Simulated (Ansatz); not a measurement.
**UHF/def2-SVPD run of GaHBrO (SMILES [OH][Ga][Br])**

What is the electronic atomisation energy of GaHBrO at UHF/def2-SVPD? 

The calculation is run with Ansatz 0.2.0.

30 further runs of the same task are left out: 30 set aside as unsound or not needed. Runs told in other sessions of the task aren't counted.

## (1) Starting point

The species is GaHBrO (4 atoms), meant as a doublet with charge 0. SMILES: `[OH][Ga][Br]`. The coordinates come from a PBE0-D4/def2-TZVP relaxation.

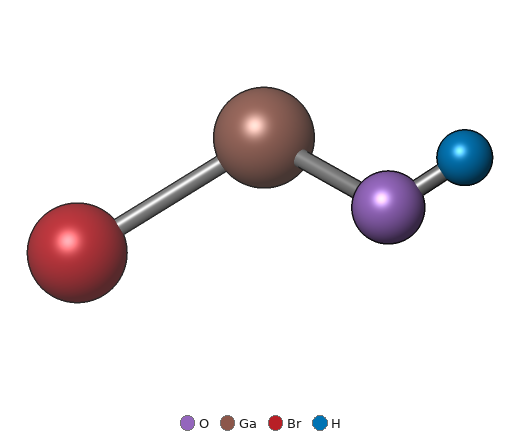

Viewed from a chosen angle; oxygen purple, gallium brown, bromine red, hydrogen blue.

## (2) The energy at UHF/def2-SVPD

in.yaml

```yaml
crystal:
  periodic: [false, false, false]
  atoms:
    - {symbol: O, position_ang: [-0.945400, 0.045500, -0.527800]}
    - {symbol: Ga, position_ang: [0.607600, 0.441600, 0.280200]}
    - {symbol: Br, position_ang: [1.823300, -1.358700, 1.075700]}
    - {symbol: H, position_ang: [-1.429900, 0.811300, -0.848400]}
basis:
  gaussian: {orbitals: def2-SVPD}
magnetization: {spin_polarized: true, initial_magnetization: 1}
hamiltonian: {xc: hf}
accuracy: high
output: {orbitals: {seedname: orbitals}}
```

On the command line:

```bash
ansatz run in.yaml --threads 1 --pin off --max-ram 2610MiB --events-out events.jsonl --progress --plain --runs-dir runs
```

What it wrote:

```text
Warning: RAYON_NUM_THREADS=1 ignored (pool sized by the plan → 1); use --threads N
Functional definition: HF
  name "HF"
  exchange = exact_x
  correlation = 0
1980 factors; integrals over basis functions are off by at most 4.6e-9 eV
mean field evaluation 1: about -124367.8823 eV, gradient 2.7e1 eV
mean field evaluation 2: about -124367.9198 eV, gradient 2.7e1 eV
mean field evaluation 4: about -124371.3463 eV, gradient 2.4e0 eV
mean field evaluation 8: about -124371.4702 eV, gradient 2.3e-1 eV
mean field evaluation 16: about -124371.4721 eV, gradient 5.1e-7 eV
mean field -124371.47206115 eV, -4570.5672962356 hartree, gradient 2.3e-8 eV, S^2 0.758202; 0 other end points of the search recorded, 0 dependent functions left out
reference -124371.47206115 eV, -4570.5672962356 hartree; 38, 37 occupied and 72, 73 virtual orbitals, 1980 factors
Total energy: -124371.47206115 eV, -4570.5672962356 hartree
```

Run time: 9 s. Hardware: 1 thread of Arm Neoverse V1, shared host; peak memory 0.48 GiB.

## (3) The Br atom at the same level

in.yaml

```yaml
crystal:
  periodic: [false, false, false]
  atoms:
    - {symbol: Br, position_ang: [0.000000, 0.000000, 0.000000]}
basis:
  gaussian:
    orbitals: def2-SVPD
magnetization:
  spin_polarized: true
  initial_magnetization: 1
hamiltonian:
  xc: hf
accuracy: high
```

Run the same way, it converges to -2572.08511 Eh (log not shown).

## (4) The Ga atom, same level

in.yaml

```yaml
basis:
  gaussian: {orbitals: def2-SVPD}
crystal:
  periodic: [false, false, false]
  atoms:
    - symbol: Ga
      position_ang: [0.000000, 0.000000, 0.000000]
magnetization: {spin_polarized: true, initial_magnetization: 1}
hamiltonian: {xc: hf}
accuracy: high
```

On the command line:

```bash
ansatz run in.yaml --threads 1 --pin off --max-ram 2610MiB --events-out events.jsonl --progress --plain --runs-dir runs
```

What it wrote:

```text
Warning: RAYON_NUM_THREADS=1 ignored (pool sized by the plan → 1); use --threads N
[... 4 set-up lines as earlier in the session ...]
371 factors; integrals over basis functions are off by at most 3.9e-9 eV
mean field evaluation 1: about -52326.6370 eV, gradient 2.9e0 eV
mean field evaluation 2: about -52326.6402 eV, gradient 2.9e0 eV
mean field evaluation 4: about -52326.8082 eV, gradient 2.7e-1 eV
mean field evaluation 8: about -52326.8079 eV, gradient 2.6e-8 eV
mean field evaluation 16: about -52326.8074 eV, gradient 1.7e-1 eV
mean field evaluation 32: about -52326.8079 eV, gradient 6.0e-4 eV
mean field -52326.80789222 eV, -1922.9747216547 hartree, gradient 6.8e-8 eV, S^2 0.762834; 0 other end points of the search recorded, 0 dependent functions left out
reference -52326.80789222 eV, -1922.9747216547 hartree; 16, 15 occupied and 22, 23 virtual orbitals, 371 factors
Total energy: -52326.80789222 eV, -1922.9747216547 hartree
```

Run time: 0.3 s. Hardware: 1 thread of Arm Neoverse V1, shared host.

## (5) The H atom

molecule.yaml

```yaml
crystal:
  periodic: [false, false, false]
  atoms:
    - symbol: H
      position_ang: [0.000000, 0.000000, 0.000000]
basis:
  gaussian:
    orbitals: def2-SVPD
hamiltonian:
  xc: hf
accuracy: high
magnetization:
  spin_polarized: true
  initial_magnetization: 1
```

On the command line:

```bash
ansatz run molecule.yaml --threads 1 --pin off --max-ram 2610MiB --events-out events.jsonl --progress --plain --runs-dir runs
```

What it wrote:

```text
Warning: RAYON_NUM_THREADS=1 ignored (pool sized by the plan → 1); use --threads N
[... 4 set-up lines as earlier in the session ...]
33 factors; integrals over basis functions are off by at most 2.1e-9 eV
mean field evaluation 1: about -13.5522 eV, gradient 1.6e0 eV
mean field evaluation 2: about -13.5522 eV, gradient 1.6e0 eV
mean field evaluation 4: about -13.5861 eV, gradient 1.4e-4 eV
mean field evaluation 8: about -13.5861 eV, gradient 7.9e-9 eV
mean field -13.58605754 eV, -0.4992784057 hartree, gradient 7.9e-9 eV, S^2 0.750000; 0 other end points of the search recorded, 0 dependent functions left out
reference -13.58605754 eV, -0.4992784057 hartree; 1, 0 occupied and 7, 8 virtual orbitals, 33 factors
Total energy: -13.58605754 eV, -0.4992784057 hartree
```

Run time: 0.04 s. Hardware: 1 thread of Arm Neoverse V1, shared host.

## (6) The O atom

input.yaml

```yaml
crystal:
  periodic: [false, false, false]
  atoms:
    - symbol: O
      position_ang: [0.000000, 0.000000, 0.000000]
basis:
  gaussian:
    orbitals: def2-SVPD
magnetization:
  spin_polarized: true
  initial_magnetization: 2
hamiltonian:
  xc: hf
accuracy: high
```

On the command line:

```bash
ansatz run input.yaml --threads 1 --pin off --max-ram 2610MiB --events-out events.jsonl --progress --plain --runs-dir runs
```

What it wrote:

```text
Warning: RAYON_NUM_THREADS=1 ignored (pool sized by the plan → 1); use --threads N
[... 4 set-up lines as earlier in the session ...]
191 factors; integrals over basis functions are off by at most 1.9e-9 eV
mean field evaluation 1: about -2033.0336 eV, gradient 7.2e0 eV
mean field evaluation 2: about -2033.0354 eV, gradient 7.2e0 eV
mean field evaluation 4: about -2033.3424 eV, gradient 7.9e-1 eV
mean field evaluation 8: about -2033.3500 eV, gradient 2.3e-3 eV
mean field evaluation 16: about -2033.3478 eV, gradient 4.7e-1 eV
mean field evaluation 32: about -2033.3500 eV, gradient 9.6e-3 eV
mean field -2033.34996504 eV, -74.7242329610 hartree, gradient 6.8e-8 eV, S^2 2.008712; 0 other end points of the search recorded, 0 dependent functions left out
reference -2033.34996504 eV, -74.7242329610 hartree; 5, 3 occupied and 18, 20 virtual orbitals, 191 factors
Total energy: -2033.34996504 eV, -74.7242329610 hartree
```

It took 0.08 s on 1 thread of Arm Neoverse V1, shared host.

## (7) Outcome

Level: UHF/def2-SVPD.

| quantity | value |
| --- | --- |
| molecule: total energy | -4570.56730 Eh |
| molecule: HOMO energy (highest over α and β) | -9.45 eV |
| molecule: LUMO energy (lowest over α and β) | -0.35 eV |
| molecule: ⟨S²⟩ | 0.758 |
| Br atom: total energy | -2572.08511 Eh |
| Br atom: ⟨S²⟩ | 0.757 |
| Ga atom: total energy | -1922.97472 Eh |
| Ga atom: ⟨S²⟩ | 0.763 |
| H atom: total energy | -0.49928 Eh |
| H atom: ⟨S²⟩ | 0.750 |
| O atom: total energy | -74.72423 Eh |
| O atom: ⟨S²⟩ | 2.009 |
| electronic atomisation energy | 7.727 eV |

Taking the molecule apart into free atoms costs 7.73 eV (178 kcal/mol), before zero-point energy and without spin-orbit coupling. Hartree–Fock lacks the correlation of the bonding pairs, which as a rule makes this value much too low; in minimal bases other errors can mask that.
